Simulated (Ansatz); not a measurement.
Input

```
crystal:
  lattice:
    - [3.0132595159, 0.0, 0.0]
    - [0.0, 3.0132595159, 0.0]
    - [0.0, 0.0, 4.461384908]
  atoms:
    - { symbol: Zr, position: [0.5, 0.5, 0.5] }
    - { symbol: H, position: [0.5, 0.5, 0.0] }
    - { symbol: F, position: [0.0, 0.0, 0.7390569331] }
    - { symbol: F, position: [0.0, 0.0, 0.2609430669] }
basis:
  ecutwfc: 420
kpoints:
  mp_grid: { grid: [16, 16, 10] }
hamiltonian:
  xc: pbe
scf:
  occupations: { method: gaussian, width: 0.1 }
output:
  forces: true
  stress: true
  eigenvalues: true
  write_density: true
  write_potential: true
  elf: true
  volumetric_format: npy
relax:
  adjacent_minimum: "off"
  f_tol: 0.01
  max_steps: 80
  cell: { stress_tol: 0.05 }
```

Launched as:

```sh
ansatz run input.yaml --threads 1 --pin off --max-ram 2560MiB --backend cpu --events-out ev --progress --plain --runs-dir out
```

Below, planes, directions and counts refer to the conventional cell (a = 3.01 Å, b = 3.01 Å, c = 4.46 Å, α = 90.00°, β = 90.00°, γ = 90.00°).

Space group P4/mmm; a structure generated by program, which may or may not match a known phase; computed without spin polarisation.

These are results of DFT PBE, scalar-relativistic, plane waves, PAW in Ansatz, not measurements.

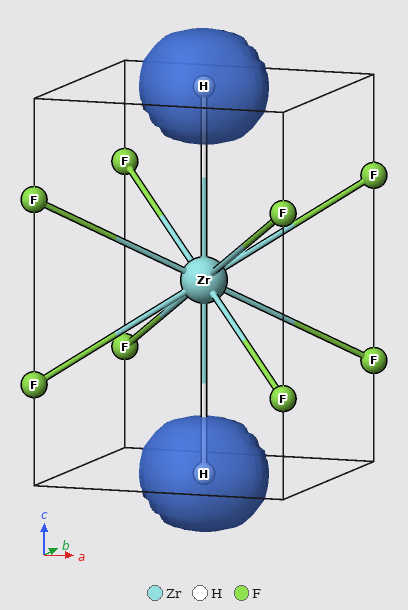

ZrHF₂. Isosurface of the ELF at 0.9 (blue), seen slightly off an axis. Only the valence region is drawn (cores and ρ < 0.01 e/Å³ removed). Sticks mark near contacts.

In a PAW calculation such maps are meaningful between the atoms, not at the nuclei.

**Where are the electrons localised?**

The surface consists of one region around a hydrogen nucleus, counted in one cell of 4 atoms. Regions shared between cells count once. Profiles from the grid: Zr–H (2.23 Å): the ELF climbs to about 1 towards the hydrogen. Zr–F (2.38 Å): the ELF is about 0.05 at the midpoint (no localised pair shows between them).
